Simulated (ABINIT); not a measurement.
# WS2 (Tungstenite): G0W0 with ABINIT, start to end, part 3 of 3

How does a plane-wave GW calculation on WS2 (Tungstenite) run from the first input to the gap?

ABINIT 10.8.3; PBE and many-body steps on it, plane waves. Known limits of the many-body steps: not at the basis limit; screening head approximate; coarse k mesh.

So far. Step 4 (Empty states on the mesh, 3×3×1 mesh, 266 bands): On this mesh the gap is 1.233 eV. The earlier step found 0.935 eV, so this mesh misses an edge. Step 5 (Screening, 3×3×1 mesh, 242 bands, screening to 119.7 eV): Local fields lower ε∞ by 11 %. On a Γ-centred mesh this coarse the value itself is usually too large, while a short band sum pulls it down.

**6. Self-energy, 3×3×1 mesh, 242 bands, screening to 119.7 eV**

The self-energy is evaluated for the states that the input lists, and the levels follow from it, in one-shot runs by the linearised quasiparticle equation.

This step: G0W0 on PBE with spin-orbit coupling, plane waves, norm-conserving pseudopotentials.

run.abi

```
acell 3*1.0 Angstrom
rprim 
  3.153199999992 0.000000000002 0.000000000000
  -1.576599999998 2.730751303206 0.000000000000
  0.000000000000 0.000000000000 12.323000000000
ntypat 2
znucl 74 16
natom 6
typat 1 1 2 2 2 2
xred 
  0.333333333333 0.666666666667 0.250000000000
  0.666666666667 0.333333333333 0.750000000000
  0.333333333333 0.666666666667 0.622500000000
  0.666666666667 0.333333333333 0.122500000000
  0.333333333333 0.666666666667 0.877500000000
  0.666666666667 0.333333333333 0.377500000000
pp_dirpath "pseudos"
pseudos "W.upf, S.upf"
ecut 31
nspinor 2
ngkpt 3 3 1
nshiftk 1
shiftk 0 0 0
kptopt 1
chksymbreak 0
istwfk *1
occopt 1
irdwfk 1
optdriver 4
nband 242
gwcalctyp 0
ecutsigx 31
symsigma 0
nkptgw 2
kptgw 
  0.0000000000 0.0000000000 0.0000000000
  0.3333333333 0.3333333333 0.0000000000
bdgw 
  49 56
  49 56
ecuteps 4.4
irdscr 1
ppmodel 1
indata_prefix "in"
outdata_prefix "out"
tmpdata_prefix "tmp"
```

Command:

```sh
$ OMP_NUM_THREADS=1 mpirun -n 4 abinit run.abi > log
```

Numbers of over 12 decimals in the logs are rounded to 6 here.

The program printed:

```text
.Version 10.8.3 of ABINIT. v10.8.2 released Aug 2026.

 Symmetries : space group P6_3/m m c (#194); Bravais hP (primitive hexag.)
[... echo of the input left out ...]
== DATASET  1 ==================================================================
-   mpi_nproc: 4, omp_nthreads: 1 (-1 if OMP is not activated)

--- !DatasetInfo
iteration_state: {dtset: 1, }
dimensions: {natom: 6, nkpt: 3, mband: 242, nsppol: 1, nspinor: 2, nspden: 1, mpw: 5917, }
cutoff_energies: {ecut:  31.0, pawecutdg:  -1.0, }
electrons: {nelect:   5.20000000E+01, charge:   0.00000000E+00, occopt:   1.00000000E+00, tsmear:   1.00000000E-02, }

 SIGMA: Calculation of the GW corrections

 Based on a program developped by R.W. Godby, V. Olevano, G. Onida, and L. Reining.
 Incorporated in ABINIT by V. Olevano, G.-M. Rignanese, and M. Torrent.
.Using double precision arithmetic ; gwpc =  8

[... cell and pseudopotentials left out ...]
--------------------------------------------------------------------------------

 ==== K-mesh for the wavefunctions ====
 Number of points in the irreducible wedge :     3
[... list of points left out ...]
 Together with 24 symmetry operations and time-reversal symmetry
 yields     9 points in the full Brillouin Zone.

 ==== Q-mesh for screening function ====
 Number of points in the irreducible wedge :     3
[... list of points left out ...]
 Together with 24 symmetry operations and time-reversal symmetry
 yields     9 points in the full Brillouin Zone.

 vcoul_init : cutoff-mode = AUXILIARY_FUNCTION
 q-points for optical limit:   1
     1)      0.000010    0.000020    0.000030
 setmesh: FFT mesh size selected  =    25x   25x  120
          total number of points  =        75000

 Number of electrons calculated from density =   52.0000; Expected =   52.0000
 average of density, n =  0.072620
 r_s =    1.4869
 omega_plasma =   25.9946 [eV]

 === KS Band Gaps ===
  >>>> For spin  1
   Minimum direct gap =   1.6490 [eV], located at k-point      :   0.3333  0.3333  0.0000
   Fundamental gap    =   1.2333 [eV], Top of valence bands at :   0.0000  0.0000  0.0000
                                       Bottom of conduction at :   0.3333  0.3333  0.0000
 SIGMA fundamental parameters:
 PLASMON POLE MODEL  1
 number of plane-waves for SigmaX                 5885
 number of plane-waves for SigmaC and W            315
 number of plane-waves for wavefunctions          5885
 number of bands                                   242
 number of independent spin polarizations            1
 number of spinorial components                      2
 number of k-points in IBZ                           3
 number of q-points in IBZ                           3
 number of symmetry operations                      24
 number of k-points in BZ                            9
 number of q-points in BZ                            9
 number of frequencies for dSigma/dE                 9
 frequency step for dSigma/dE [eV]                0.25
 number of omega for Sigma on real axis              0
 max omega for Sigma on real axis  [eV]           0.00
 zcut for avoiding poles [eV]                     0.10

 EPSILON^-1 parameters (SCR file):
 dimension of the eps^-1 matrix on file            315
 dimension of the eps^-1 matrix used               315
 number of plane-waves for wavefunctions          5885
 number of bands                                   242
 number of q-points in IBZ                           3
 number of frequencies                               2
 number of real frequencies                          1
 number of imag frequencies                          1

 matrix elements of self-energy operator (all in [eV])

 Perturbative Calculation

--- !SelfEnergy_ee
iteration_state: {dtset: 1, }
kpoint     : [   0.000,    0.000,    0.000, ]
spin       : 1
KS_gap     :    2.187
QP_gap     :    2.587
Delta_QP_KS:    0.400
data: !SigmaeeData |
     Band     E0 <VxcDFT>   SigX SigC(E0)      Z dSigC/dE  Sig(E)    E-E0       E
       49   8.334 -14.394 -15.648   1.527   0.792  -0.263 -14.178   0.216   8.549
       50   8.334 -14.394 -15.648   1.527   0.792  -0.263 -14.178   0.216   8.549
       51   9.534 -15.518 -16.393   1.316   0.788  -0.269 -15.170   0.348   9.882
       52   9.534 -15.518 -16.393   1.316   0.788  -0.269 -15.170   0.348   9.882
       53  11.721 -15.106 -10.613  -3.542   0.786  -0.272 -14.358   0.748  12.468
       54  11.721 -15.106 -10.613  -3.542   0.786  -0.272 -14.358   0.748  12.468
       55  11.743 -15.227 -10.393  -3.753   0.791  -0.264 -14.372   0.855  12.598
       56  11.743 -15.227 -10.393  -3.753   0.791  -0.264 -14.372   0.855  12.598

--- !SelfEnergy_ee
iteration_state: {dtset: 1, }
kpoint     : [   0.333,    0.333,    0.000, ]
spin       : 1
KS_gap     :    1.649
QP_gap     :    2.395
Delta_QP_KS:    0.746
data: !SigmaeeData |
     Band     E0 <VxcDFT>   SigX SigC(E0)      Z dSigC/dE  Sig(E)    E-E0       E
       49   8.651 -15.313 -16.657   1.734   0.789  -0.267 -15.005   0.308   8.959
       50   8.651 -15.313 -16.657   1.734   0.789  -0.267 -15.005   0.308   8.959
       51   9.118 -15.072 -16.199   1.494   0.791  -0.265 -14.782   0.290   9.408
       52   9.118 -15.072 -16.199   1.494   0.791  -0.265 -14.782   0.290   9.408
       53  10.767 -16.230 -11.163  -3.757   0.791  -0.265 -15.195   1.036  11.803
       54  10.767 -16.230 -11.163  -3.757   0.791  -0.265 -15.195   1.036  11.803
       55  10.814 -16.345 -11.258  -3.762   0.790  -0.265 -15.298   1.047  11.861
       56  10.814 -16.345 -11.258  -3.762   0.790  -0.265 -15.298   1.047  11.861

== END DATASET(S) ==============================================================
================================================================================

 -outvars: echo values of variables after computation  --------
           etotal      0.0000000000E+00
            nband         242
             nkpt           3
          spgroup         194
 [... the other variables as echoed above ...]

 Calculation completed.
```

Run time: 99 s. Hardware: 4 MPI ranks of Arm Neoverse V1, shared host; peak memory 1.4 GiB.

This step gave:

| Item | Value |
| --- | --- |
| G0W0 gap on the points computed | 1.921 eV |
| starting gap on the mesh | 1.233 eV |
| k of the valence top | 0, 0, 0 |
| k of the conduction bottom | 0.3333, 0.3333, 0 |
| Z at the valence top | 0.788 |
| Z at the conduction bottom | 0.791 |
| least direct G0W0 gap on the computed points | 2.395 eV |

The gap on the mesh goes from 1.23 eV to 1.92 eV, a correction of +0.69 eV. The start differs from the 0.94 eV found before because the two sample other k points.

Limits: finite bands, cutoff and mesh; screening head approximate; coarse k mesh. v1 is the top filled band, c1 the lowest empty one. The levels before and after the correction (eV, zero at the valence-band top of each column):

|  | conduction bottom | valence top |
| --- | --- | --- |
| Kohn-Sham | 1.23 | 0.00 |
| G0W0 | 1.92 | 0.00 |

```
                           level  energy (eV)
Kohn-Sham                   Γ v3       -1.200
Kohn-Sham                Γ v2-v1        0.000
Kohn-Sham                Γ c1-c2        2.187
Kohn-Sham                   Γ c3        2.210
Kohn-Sham     (0.333 0.333 0) v3       -0.883
Kohn-Sham  (0.333 0.333 0) v2-v1       -0.416
Kohn-Sham  (0.333 0.333 0) c1-c2        1.233
Kohn-Sham     (0.333 0.333 0) c3        1.281
     G0W0                   Γ v3       -1.333
     G0W0                Γ v2-v1        0.000
     G0W0                Γ c1-c2        2.586
     G0W0                   Γ c3        2.716
     G0W0     (0.333 0.333 0) v3       -0.923
     G0W0  (0.333 0.333 0) v2-v1       -0.474
     G0W0  (0.333 0.333 0) c1-c2        1.921
     G0W0     (0.333 0.333 0) c3        1.979
```

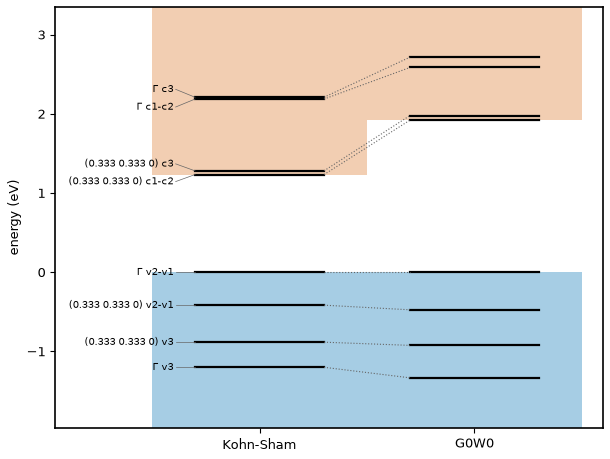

Levels before and after the correction. Shaded: valence and conduction bands.

**7. Where the time went**

Times are wall times on the hardware named with each run, good to a factor of about two.

```
                          step     time  share  memory (GiB)
                  ground state  5.2 min   27 %          0.55
bands along the symmetry lines  6.8 min   35 %           0.8
      empty states on the mesh  4.6 min   24 %          0.42
                     screening     65 s    6 %           1.8
                   self-energy     99 s    9 %           1.4
```

**8. Summary of results**

```yaml
pbe_gap: 0.94 eV, indirect
g0w0_gap_on_the_mesh: 1.92 eV
g0w0_gap_over_the_zone_rigid_shift: 1.62 eV
gw_settings: 3×3×1 mesh, 242 bands, screening to 119.7 eV, Godby-Needs plasmon pole
known_limits: not at the basis limit; screening head approximate; coarse k mesh
```

In words: G0W0 moves the gap on the mesh from 1.23 eV to 1.92 eV (+0.69 eV), with Z of 0.79 and 0.79 at the edges. The mesh misses the band edges by 0.30 eV in all; a rigid shift gives 1.62 eV for the zone. Local fields lower the RPA ε∞ on this mesh from 21.34 to 18.98; a Γ-centred mesh this coarse tends to raise both, most where the direct gap is narrow, while a short band sum lowers them. Only 2 of the mesh's irreducible points were corrected, so a valley elsewhere could overtake. Bands and cutoff are finite, so the gap is not at the basis limit. The miss can reach some tenths of an eV and take either sign; the mesh is an error of its own. In the G0W0 run levels were corrected at 2 k points alone, so a gap called «on the mesh» is the least over those, and an edge elsewhere would be missed. A denser mesh or path gives a starting gap of 0.94 eV: the GW mesh misses a band edge, so its gaps are not the fundamental one. The 3×3×1 mesh is coarse for this cell, which bears on the long-range parts of exchange and screening. The long-wavelength limit of the screening leaves out the non-local commutator, which shifts ε∞.

[Paths, hosts, dates, memory and timing lines, banners, echoed tables and standing remarks are left out of the program output.]

[Logs are printed without paths, hosts, clocks, repeated set-up lines and the standing remarks that a program may print on its own settings, such as how far it seeks lower states.]

[Runs of the session that timed out or met a known fault of the program may be left out.]

[Hosts, paths, dates, database ids (printed as entryN), source tags and the programs' standing remarks are cut or masked in the printed files.]

[G0W0 gaps are taken among the corrected bands and points alone; a level outside them can change the order at an edge.]

[Where Ansatz stands beside ABINIT at settings called matched, ABINIT's density can come from a denser mesh and the files from another edition; pairs whose starting gaps differed by over 0.03 eV were left out, so agreement reads better than it is.]
